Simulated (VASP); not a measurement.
Band structure of SiSn (relaxed from the CsCl structure, space group Pm-3m). Level of theory: LDA (Ceperley-Alder, Perdew-Zunger), VASP's LDA PAW potentials (set 64) (plane waves; VASP 6.6.1).

Unless said otherwise, spin-orbit coupling is left out, though it shifts the bands of the heavy elements here.

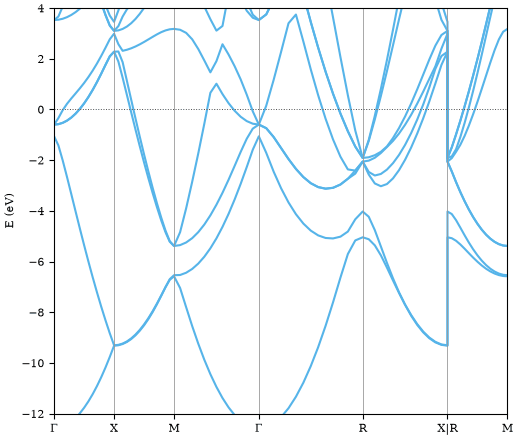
Bands along high-symmetry lines, zero at the valence-band maximum or, without a gap, the Fermi level

Task: Read the plot: is there a gap, and where are the band edges?

Result: It has no gap at this level: it comes out as a metal or semimetal. (Edges off the drawn lines would not show.)

The structure was generated: SiSn was put into the CsCl type (Pm-3m), which need not be its known phase. It was relaxed first, which changed the volume by +18 %. VASP warned that the highest band is occupied, so more bands are needed.
